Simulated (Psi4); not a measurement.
# SiH2O2F2 (SMILES O[Si](O)(F)F) at SVWN5/def2-SVP

Aim: the vertical singlet–triplet gap of SiH2O2F2 at SVWN5/def2-SVP, from 2 runs. 

The results are computed with Psi4 1.11.

1 further run of the same task is left out (set aside as unsound or not needed).

**1. The molecule**

SiH2O2F2: 7 atoms, total charge 0, spin state singlet. SMILES: `O[Si](O)(F)F`. Geometry: relaxed at PBE0-D4/def2-TZVP. This is one conformer, not always the lowest.

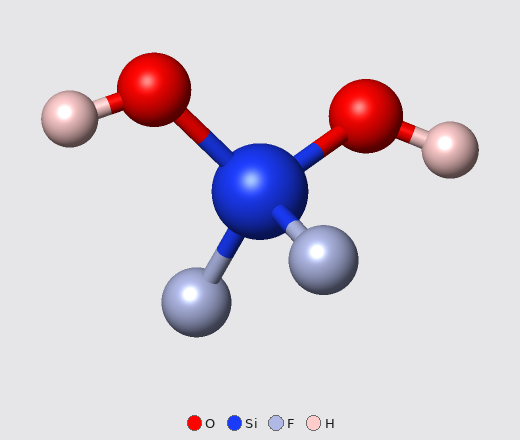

Viewed from a chosen angle; oxygen red, silicon blue, fluorine light blue, hydrogen pink.

**2. Energy and forces at SVWN5/def2-SVP**

File input.in:

```
memory 2200 mb

molecule mol {
  0 1
  O
  Si 1 R2
  O 2 R3 1 A3
  F 2 R4 3 A4 1 D4
  F 2 R5 4 A5 3 D5
  H 1 R6 2 A6 5 D6
  H 3 R7 2 A7 5 D7

  R2 = 1.609307
  R3 = 1.609283
  A3 = 107.33654
  R4 = 1.582858
  A4 = 110.12256
  D4 = -122.45164
  R5 = 1.582839
  A5 = 104.8519
  D5 = 120.94929
  R6 = 0.957413
  A6 = 118.90297
  D6 = 32.84496
  R7 = 0.9573
  A7 = 118.91056
  D7 = -83.57528
  symmetry c1
}

set {
  basis                def2-SVP
  puream               true
  e_convergence        1e-09
  d_convergence        1e-08
  scf_type             pk
  dft_radial_points    99
  dft_spherical_points 590
}

result, w = gradient('scf', dft_functional={"name": "SVWN5", "x_functionals": {"LDA_X": {}}, "c_functionals": {"LDA_C_VWN": {}}}, return_wfn=True)
```

Launch:

```console
$ psi4 -i input.in -o input.out -n 1
```

input.out:

```text
[...]
  Running in c1 symmetry.
[...]
  Nuclear repulsion =  270.470007934014006
[...]
  Multiplicity = 1
[...]
  Nalpha       = 25
  Nbeta        = 25
[...]
    Number of basis functions: 84
[...]
   @RKS iter   1:  -636.82638237128492    1.11510e-02   1.22731e-02 ADIIS/DIIS
[...]
   @RKS iter  11:  -637.20150637418180   -1.54614e-11   5.09087e-09 DIIS
[...]
    Orbital Energies [Eh]
    ---------------------
    Doubly Occupied:
       1A    -65.202096     2A    -24.088447     3A    -24.088327
       4A    -18.624134     5A    -18.624057     6A     -5.108169
       7A     -3.553883     8A     -3.553816     9A     -3.551883
      10A     -1.075624    11A     -1.050997    12A     -0.927019
      13A     -0.910441    14A     -0.553392    15A     -0.476150
      16A     -0.473492    17A     -0.439037    18A     -0.403731
      19A     -0.394514    20A     -0.376234    21A     -0.362993
      22A     -0.335155    23A     -0.320652    24A     -0.303977
      25A     -0.296379
[...]
  @RKS Final Energy:  -637.20150637418180
   => Energetics <=
    Nuclear Repulsion Energy =            270.4700079340140064
    One-Electron Energy =               -1426.7273143161819462
    Two-Electron Energy =                 575.4962760927717227
    DFT Exchange-Correlation Energy =     -56.4404760847856579
    Empirical Dispersion Energy =           0.0000000000000000
    VV10 Nonlocal Energy =                  0.0000000000000000
    Total Energy =                       -637.2015063741818039
[...]
 Multipole Moments:
 ------------------------------------------------------------------------------------
     Multipole            Electronic (a.u.)      Nuclear  (a.u.)        Total (a.u.)
 ------------------------------------------------------------------------------------
 L = 1.  Multiply by 2.5417464519 to convert [e a0] to [Debye]
 Dipole X            :         -0.0000219            0.0000218           -0.0000001
 Dipole Y            :          2.4958594           -2.4029681            0.0928913
 Dipole Z            :          1.8356218           -1.7672417            0.0683801
 Magnitude           :                                                    0.1153457
[...]
  -Total Gradient:
     Atom            X                  Y                   Z
    ------   -----------------  -----------------  -----------------
       1       -0.005321907332     0.011367592776     0.002390316782
       2       -0.000021486665     0.009119805935     0.006725534892
       3        0.005381513555     0.005647893391     0.010239759705
       4       -0.013999161482    -0.008694068604    -0.007082780569
       5        0.014009114172    -0.009351137523    -0.006194842645
       6        0.005496532217    -0.011632108116     0.007284090275
       7       -0.005543983571     0.003515586263    -0.013380952027
[...]
```

Run time: 10 s. Hardware: 1 thread of Intel Xeon Platinum 8375C at 2.90GHz (Ice Lake), shared host; peak memory 0.5 GiB.

**3. The triplet**

File f2h2o2si.xyz:

```xyz
7
F2H2O2Si
O     -1.123000     0.443800     0.890500
Si    -0.011100    -0.018100    -0.177300
O      1.321200    -0.386600     0.646700
F     -0.483500    -1.262700    -1.033600
F      0.238000     1.131800    -1.236100
H     -1.829300     1.022300     0.602200
H      1.948900    -0.998500     0.262000
```

File f2h2o2si.py:

```python
import psi4

psi4.set_memory('2200 MB')
psi4.set_num_threads(1)
psi4.set_output_file('psi4.out', False)

with open('f2h2o2si.xyz') as f:
    atoms = ''.join(f.readlines()[2:])
m = psi4.geometry('0 3\n' + atoms + 'symmetry c1')

options = {'basis': 'def2-SVP', 'reference': 'uks', 'puream': True, 'e_convergence': 1e-09, 'd_convergence': 1e-08, 'scf_type': 'pk', 'dft_radial_points': 99, 'dft_spherical_points': 590, 'maxiter': 100}
psi4.set_options(options)

E, wfn = psi4.gradient("scf", dft_functional={"name": "SVWN5", "x_functionals": {"LDA_X": {}}, "c_functionals": {"LDA_C_VWN": {}}}, molecule=m, return_wfn=True)
psi4.oeprop(wfn, "MULLIKEN_CHARGES", "LOWDIN_CHARGES", "QUADRUPOLE", title="SCF")
print('gradient / Eh bohr^-1')
print(E.np.round(6))
print(f'energy = {wfn.energy():.10f} Eh')
```

Launch:

```console
$ python f2h2o2si.py
```

psi4.out (excerpt; [...] marks lines left out):

```text
[...]
  Running in c1 symmetry.
[...]
  Nuclear repulsion =  270.470000707396764
[...]
  Multiplicity = 3
[...]
  Nalpha       = 26
  Nbeta        = 24
[...]
    Number of basis functions: 84
[...]
   @UKS iter   1:  -636.47980717306598    3.57726e-01   1.18338e-02 DIIS/ADIIS
[...]
   @UKS iter  23:  -636.90923389092643   -1.02318e-12   4.99085e-09 DIIS
[...]
   @S^2 Observed:                2.001478872E+00
[...]
  @UKS Final Energy:  -636.90923389092643
   => Energetics <=
    Nuclear Repulsion Energy =            270.4700007073967640
    One-Electron Energy =               -1424.2407347123917134
    Two-Electron Energy =                 573.1508826002720980
    DFT Exchange-Correlation Energy =     -56.2893824862036851
    Empirical Dispersion Energy =           0.0000000000000000
    VV10 Nonlocal Energy =                  0.0000000000000000
    Total Energy =                       -636.9092338909264299
[...]
  -Total Gradient:
     Atom            X                  Y                   Z
    ------   -----------------  -----------------  -----------------
       1       -0.018198310486     0.018920477550    -0.059953218305
       2        0.004093065427     0.001739367325     0.035193306508
       3        0.004216765164    -0.024914423750    -0.060398391277
       4        0.010797006684     0.023192129840     0.013111023358
       5       -0.007238234814    -0.021690170577     0.017443356502
       6        0.060405634542    -0.039558094207     0.022668106643
       7       -0.054071925108     0.042311585219     0.031968083868
[...]
 Multipole Moments:
 ------------------------------------------------------------------------------------
     Multipole            Electronic (a.u.)      Nuclear  (a.u.)        Total (a.u.)
 ------------------------------------------------------------------------------------
[...]
  Mulliken Charges: (a.u.)
   Center  Symbol    Alpha    Beta     Spin     Total
       1     O     4.21134  3.80643  0.40491 -0.01777
       2    SI     7.01863  6.57710  0.44153  0.40427
       3     O     4.21123  3.80666  0.40458 -0.01789
       4     F     4.63028  4.54925  0.08103 -0.17953
       5     F     4.63026  4.54925  0.08100 -0.17951
       6     H     0.64926  0.35562  0.29364 -0.00488
       7     H     0.64901  0.35569  0.29332 -0.00469
   Total alpha = 26.00000, Total beta = 24.00000, Total charge =  0.00000
  Lowdin Charges: (a.u.)
[...]
```

The script printed:

```text
gradient / Eh bohr^-1
[[-0.018198  0.01892  -0.059953]
 [ 0.004093  0.001739  0.035193]
 [ 0.004217 -0.024914 -0.060398]
 [ 0.010797  0.023192  0.013111]
 [-0.007238 -0.02169   0.017443]
 [ 0.060406 -0.039558  0.022668]
 [-0.054072  0.042312  0.031968]]
energy = -636.9092338909 Eh
```

Run time: 23 s. Hardware: 1 thread of Intel Xeon Platinum 8375C at 2.90GHz (Ice Lake), shared host; peak memory 0.5 GiB.

**4. What came out**

At SVWN5/def2-SVP:

| quantity | value |
| --- | --- |
| singlet: total energy | -637.20151 Eh |
| singlet: dipole moment | 0.29 D |
| singlet: HOMO energy | -8.06 eV |
| singlet: LUMO energy | -0.23 eV |
| singlet: HOMO–LUMO gap | 7.83 eV |
| singlet: largest force on an atom | 0.923 eV/Å |
| triplet: total energy | -636.90923 Eh |
| triplet: dipole moment | 0.34 D |
| triplet: HOMO energy (highest over α and β) | -1.41 eV |
| triplet: ⟨S²⟩ | 2.001 |
| triplet: largest force on an atom | 3.895 eV/Å |
| vertical energy of the triplet above the singlet | 7.953 eV |

At this shape the triplet lies 7.95 eV (767 kJ/mol) above the singlet. The largest force (singlet) is 0.92 eV/Å: the shape isn't a stationary point for this species at this level. Mulliken charges (triplet) run from -0.18 on F4 to +0.40 on Si2.
